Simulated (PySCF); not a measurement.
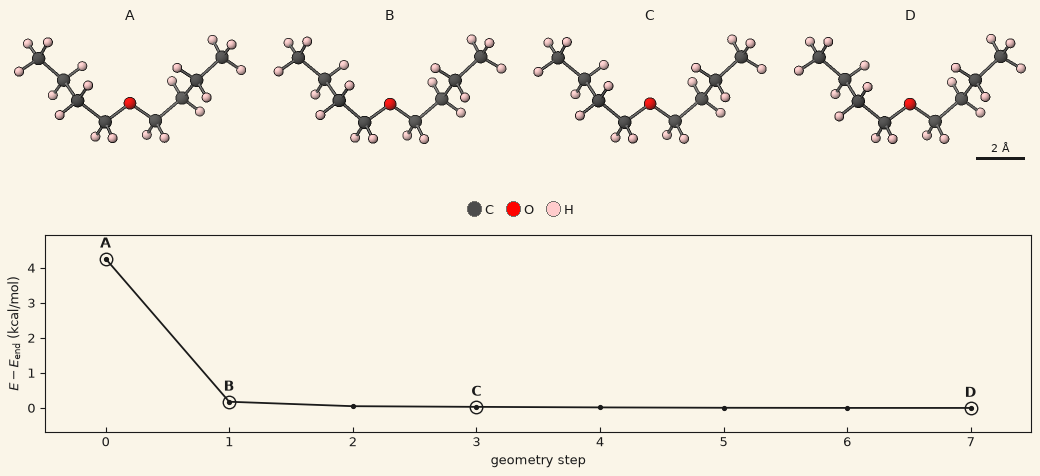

Frames of a relaxation of C8H18O, marked on the history of the run. Style: ball-and-stick. Shown face on.

The start comes from GFN2-xTB. Its atoms were then displaced at random by about 0.01 Å.

Level of theory: PBE0-D3(BJ)/def2-SVP geometry optimisation, gas phase in PySCF. 

### Describe the path.

After 7 geometry steps the energy has fallen by 4.26 kcal/mol. The atom that moves furthest after the best rigid fit is an H atom (0.12 Å). Largest moves by element: H 0.12 Å, C 0.07 Å, O 0.04 Å. Near-neighbour distances that change, for instance: C–C 1.556 → 1.513 Å, C–H 1.074 → 1.105 Å, C–C 1.491 → 1.520 Å, C–O 1.375 → 1.398 Å. Bond angles that change, for instance: C–C–H 106.9° → 110.0°, H–C–H 108.9° → 105.9°, C–C–H 105.9° → 108.5°. The run took 5.1 min on 1 thread of Arm Neoverse N1, with other jobs on the host. From step 0 to 1: an H atom moves most (0.12 Å), energy −4.09 kcal/mol. From step 1 to 3: an H atom moves most (0.05 Å), energy −0.15 kcal/mol. From step 3 to 7: an H atom moves most (0.07 Å), energy −0.03 kcal/mol.

```json
{"step": "0", "E − E(0), kcal/mol": "0.00"}
{"step": "1", "E − E(0), kcal/mol": "-4.09"}
{"step": "2", "E − E(0), kcal/mol": "-4.21"}
{"step": "3", "E − E(0), kcal/mol": "-4.23"}
{"step": "4", "E − E(0), kcal/mol": "-4.25"}
{"step": "5", "E − E(0), kcal/mol": "-4.26"}
{"step": "6", "E − E(0), kcal/mol": "-4.26"}
{"step": "7", "E − E(0), kcal/mol": "-4.26"}
```
